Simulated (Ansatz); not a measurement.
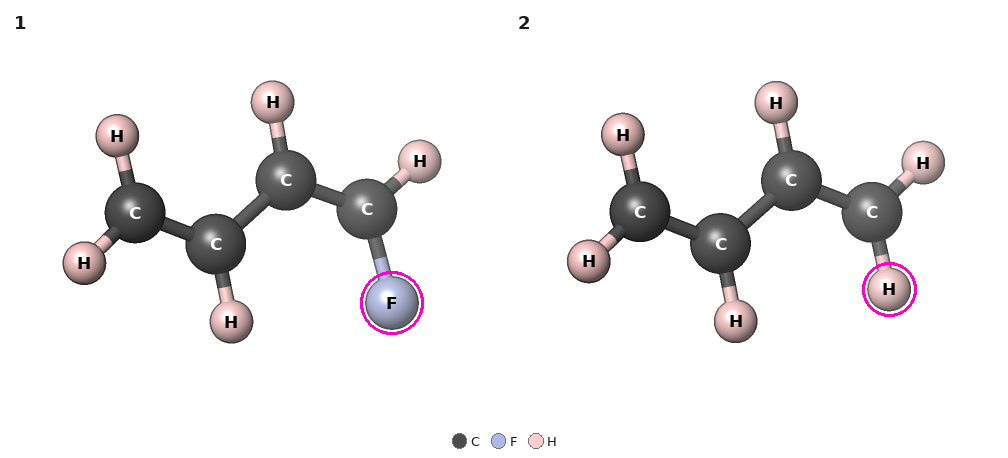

2 molecules with one skeleton, seen from the same side and at one scale; the atom that differs is circled. Charge 0, singlet. Computed geometries: PBE0-D4/def2-TZVP optimisations, one conformation each. Properties computed with Ansatz 0.2.0.

One atom differs, called X below: F in panel 1, H in panel 2. Their formulas are C4H5F (`C=C/C=C\F`), C4H6 (`C=CC=C`).

In which is the length of X–C larger (PBE0-D4/def2-TZVP)?

Answer. In panel 1 (X = F).

In which is the angle X–C–H larger (PBE0-D4/def2-TZVP)?

Answer. In panel 2 (X = H).

Give the values. With PBE0-D4/def2-TZVP: length of X–C (Å), angle X–C–H (°). With PBE-D4/def2-TZVPP: HOMO energy (Kohn–Sham orbital) (eV), HOMO–LUMO gap (eV), dipole moment (D).

```tsv
quantity	1 (F)	2 (H)	2 − 1
length of X–C (Å)	1.337	1.085	−0.252
angle X–C–H (°)	112.3	117.1	+4.8
HOMO energy (Kohn–Sham orbital) (eV)	−5.72	−5.85	−0.13
HOMO–LUMO gap (eV)	3.93	4.04	+0.11
dipole moment (D)	1.09	0.00	−1.09
```
